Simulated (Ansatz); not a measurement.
## TiO2: Ti → Ta

Consider TiO₂ in the rutile structure (space group P4_2/mnm, No. 136; a = 4.5973 Å, c = 2.9543 Å).

Perturbation: every Ti is replaced by Ta, then cell and atoms are relaxed.

Method: plane-wave PAW DFT at the r2SCAN level (Ansatz, a program for electronic structure, 500 eV), no spin-orbit coupling, earlier PAW set. Γ-centred 10×10×16 mesh, Fermi–Dirac width 0.05 eV, for the changed cell.

```
quantity                           base             changed        shift
-------------------  ------------------  ------------------  -----------
volume per atom                10.41 Å³            11.71 Å³     +1.30 Å³
density                      4.25 g/cm³         10.07 g/cm³  +5.82 g/cm³
lattice parameter a             4.597 Å             4.962 Å    +0.3644 Å
c/a ratio                         0.643               0.575       -0.068
space group          P4_2/mnm (No. 136)  P4_2/mnm (No. 136)            –
band gap                        2.22 eV                zero            –
```

Final structure:

```yaml
crystal:
  lattice:
    - [4.96171, 0.00000, 0.00000]
    - [0.00000, 4.96171, 0.00000]
    - [0.00000, 0.00000, 2.85290]
  atoms:
    - { symbol: Ta, position: [0.00000, 0.00000, 0.00000] }
    - { symbol: Ta, position: [0.50000, 0.50000, 0.50000] }
    - { symbol: O, position: [0.28512, 0.28512, 0.00000] }
    - { symbol: O, position: [0.78512, 0.21488, 0.50000] }
    - { symbol: O, position: [0.21488, 0.78512, 0.50000] }
    - { symbol: O, position: [0.71488, 0.71488, 0.00000] }
```

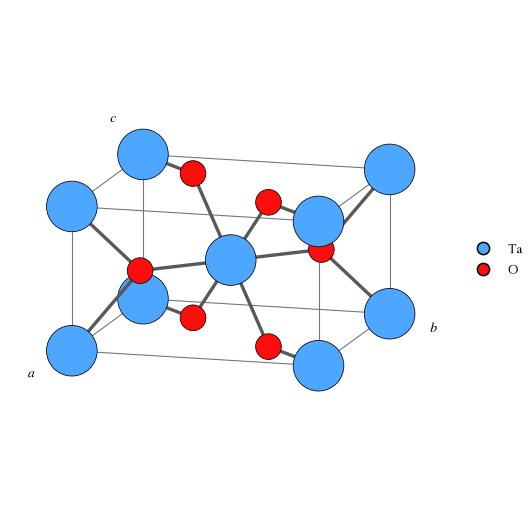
The relaxed conventional cell after the change

Whether these cells are dynamically stable was not tested. For TaO2 in this form, whether it has been made was not checked. No Hubbard U is applied, and correlation can decide whether such a compound is a metal. All final runs are without spin polarisation.
